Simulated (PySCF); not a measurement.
# Si2H6O7 (SMILES O[Si](O)(O)O[Si](O)(O)O) at 6 levels

Wanted: a comparison of 6 runs (B3LYP/def2-SVP, BLYP/def2-SVP, M06-L/def2-SVP, PBE0/def2-SVP, SVWN5/def2-SVP, TPSS/def2-SVP) of Si2H6O7. 

Program for the calculation: PySCF 2.14.0.

## 1. The system as given

Si2H6O7: 15 atoms, total charge 0, spin state singlet. SMILES: `O[Si](O)(O)O[Si](O)(O)O`. The shape is that of a PBE0-D4/def2-TZVP optimisation. This is one conformer, not always the lowest.

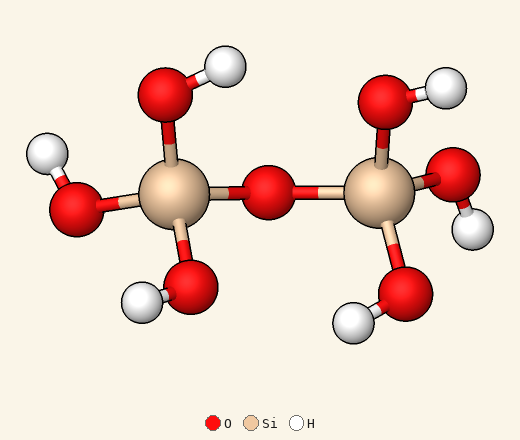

Viewed from a chosen angle; oxygen red, silicon light orange, hydrogen white.

## 2. The energy at B3LYP/def2-SVP (run 1)

Contents of job.py:

```python
from pyscf import gto, dft

system = gto.M(
    atom='''
O       -1.128140       0.998840      -1.724240
Si      -0.854130      -0.483910      -1.106030
O       -1.046820      -1.569940      -2.294730
O       -1.861390      -0.881060       0.125650
O        0.618750      -0.535010      -0.414950
Si       1.132590       0.243100       0.919230
O        0.783030       1.812660       0.597270
O        2.730280       0.115100       1.165410
O        0.368200      -0.341800       2.234310
H       -0.705570       1.712520      -1.234420
H       -0.763300      -1.305240      -3.170900
H       -2.798580      -0.930510      -0.066820
H        1.023560       2.464470       1.256880
H        3.031800      -0.654930       1.649410
H       -0.530270      -0.644320       2.063930
''',
    charge=0,
    verbose=4,
    max_memory=1860,
    basis='def2-svp',
)

calc0 = dft.RKS(system)
calc0.xc = 'b3lyp'
calc0.conv_tol = 1e-10
calc0.grids.level = 5
calc0.kernel()
if not calc0.converged:
    calc0 = calc0.newton().run(calc0.mo_coeff, calc0.mo_occ)

etot = calc0.e_tot
print('E = %.10f Eh' % etot)
```

Run with:

```bash
$ OMP_NUM_THREADS=1 python job.py
```

Log:

```text
PySCF version 2.14.0

[... 83 lines left out ...]
converged SCF energy = -1108.9994399105
E = -1108.9994399105 Eh
```

Wall time 2.6 min (1 thread of Intel Xeon at 2.50GHz (Skylake/Cascade Lake), shared host); peak memory 1.3 GiB.

## 3. A single-point energy at BLYP/def2-SVP (run 2)

Contents of run.py:

```python
# O[Si](O)(O)O[Si](O)(O)O
from pyscf import gto, dft

mol = gto.Mole()
mol.atom = '''
O       -1.128140       0.998840      -1.724240
Si      -0.854130      -0.483910      -1.106030
O       -1.046820      -1.569940      -2.294730
O       -1.861390      -0.881060       0.125650
O        0.618750      -0.535010      -0.414950
Si       1.132590       0.243100       0.919230
O        0.783030       1.812660       0.597270
O        2.730280       0.115100       1.165410
O        0.368200      -0.341800       2.234310
H       -0.705570       1.712520      -1.234420
H       -0.763300      -1.305240      -3.170900
H       -2.798580      -0.930510      -0.066820
H        1.023560       2.464470       1.256880
H        3.031800      -0.654930       1.649410
H       -0.530270      -0.644320       2.063930
'''
mol.basis = 'def2-svp'
mol.charge = 0
mol.max_memory = 1860
mol.verbose = 3
mol.build()

mf = dft.RKS(mol)
mf.xc = 'blyp'
mf.grids.level = 5
mf.conv_tol = 1e-10
mf.kernel()
if not mf.converged:
    mf = mf.newton().run(mf.mo_coeff, mf.mo_occ)

e_tot = mf.e_tot
print('E = %.10f Eh' % e_tot)
```

Run with:

```bash
$ OMP_NUM_THREADS=1 python run.py
```

Log:

```text
converged SCF energy = -1108.8570198971
E = -1108.8570198971 Eh
```

Run time: 2.7 min. Hardware: 1 thread of Intel Xeon at 2.50GHz (Skylake/Cascade Lake), shared host; peak memory 1.3 GiB.

## 4. The energy at M06-L/def2-SVP (run 3)

Contents of calc.py:

```python
from pyscf import gto, dft

mol = gto.M(
    atom='''
O     -1.128140     0.998840    -1.724240
Si    -0.854130    -0.483910    -1.106030
O     -1.046820    -1.569940    -2.294730
O     -1.861390    -0.881060     0.125650
O      0.618750    -0.535010    -0.414950
Si     1.132590     0.243100     0.919230
O      0.783030     1.812660     0.597270
O      2.730280     0.115100     1.165410
O      0.368200    -0.341800     2.234310
H     -0.705570     1.712520    -1.234420
H     -0.763300    -1.305240    -3.170900
H     -2.798580    -0.930510    -0.066820
H      1.023560     2.464470     1.256880
H      3.031800    -0.654930     1.649410
H     -0.530270    -0.644320     2.063930
''',
    basis='def2-svp',
    verbose=3,
    max_memory=1860,
)

ks = dft.RKS(mol, xc='m06-l')
ks.conv_tol = 1e-10
ks.grids.level = 5
ks.kernel()
if not ks.converged:
    ks = ks.newton().run(ks.mo_coeff, ks.mo_occ)

e_tot = ks.e_tot
print('Final energy', e_tot)
```

Run with:

```bash
$ OMP_NUM_THREADS=1 python calc.py
```

Log:

```text
converged SCF energy = -1108.89750457694
Final energy -1108.8975045769353
```

Wall time 4.1 min (1 thread of Intel Xeon at 2.50GHz (Skylake/Cascade Lake), shared host); peak memory 1.3 GiB.

Runs 4 to 5 aren't shown in full; the table further down has their settings and results.

## 5. A single-point energy at TPSS/def2-SVP (run 6)

Contents of job.py:

```python
# O[Si](O)(O)O[Si](O)(O)O
from pyscf import gto, dft

mol = gto.M(
    atom='''
O   -1.128140   0.998840  -1.724240
Si  -0.854130  -0.483910  -1.106030
O   -1.046820  -1.569940  -2.294730
O   -1.861390  -0.881060   0.125650
O    0.618750  -0.535010  -0.414950
Si   1.132590   0.243100   0.919230
O    0.783030   1.812660   0.597270
O    2.730280   0.115100   1.165410
O    0.368200  -0.341800   2.234310
H   -0.705570   1.712520  -1.234420
H   -0.763300  -1.305240  -3.170900
H   -2.798580  -0.930510  -0.066820
H    1.023560   2.464470   1.256880
H    3.031800  -0.654930   1.649410
H   -0.530270  -0.644320   2.063930
''',
    charge=0,
    spin=0,
    verbose=3,
    max_memory=1860,
    basis='def2-svp',
)

myscf = dft.RKS(mol)
myscf.xc = 'tpss'
myscf.grids.level = 5
myscf.conv_tol = 1e-10
myscf.kernel()
if not myscf.converged:
    myscf = myscf.newton().run(myscf.mo_coeff, myscf.mo_occ)

etot = myscf.e_tot
print(f'total energy: {etot:.8f} hartree')
```

Run with:

```bash
$ OMP_NUM_THREADS=1 python job.py
```

Log:

```text
converged SCF energy = -1109.04008951927
total energy: -1109.04008952 hartree
```

It took 4.6 min on 1 thread of Intel Xeon at 2.50GHz (Skylake/Cascade Lake), shared host; peak memory 1.3 GiB.

## 6. The series

```tsv
run	level	energy (Eh)	dipole moment (D)	HOMO energy (eV)	LUMO energy (eV)	wall time
1	B3LYP/def2-SVP	-1108.999440	1.25	-8.40	0.50	2.6 min
2	BLYP/def2-SVP	-1108.857020	1.20	-6.71	-0.08	2.7 min
3	M06-L/def2-SVP	-1108.897505	1.22	-7.39	0.58	4.1 min
4	PBE0/def2-SVP	-1108.175369	1.27	-8.78	0.87	2.6 min
5	SVWN5/def2-SVP	-1102.938301	1.27	-7.04	-0.24	89 s
6	TPSS/def2-SVP	-1109.040090	1.21	-7.01	0.16	4.6 min
```

## 7. Outcome

```
            quantity           value
 run 6: total energy  -1109.04009 Eh
run 6: dipole moment          1.21 D
  run 6: HOMO energy        -7.01 eV
  run 6: LUMO energy         0.16 eV
run 6: HOMO–LUMO gap         7.17 eV
```

In words: The dipole moment (its size) runs from 1.20 D (BLYP/def2-SVP) to 1.27 D (SVWN5/def2-SVP). The HOMO–LUMO gap runs from 6.63 eV (BLYP/def2-SVP) to 9.64 eV (PBE0/def2-SVP). Totals of different functionals can't be ranked against each other. All runs together took 18 min, the longest 4.6 min.
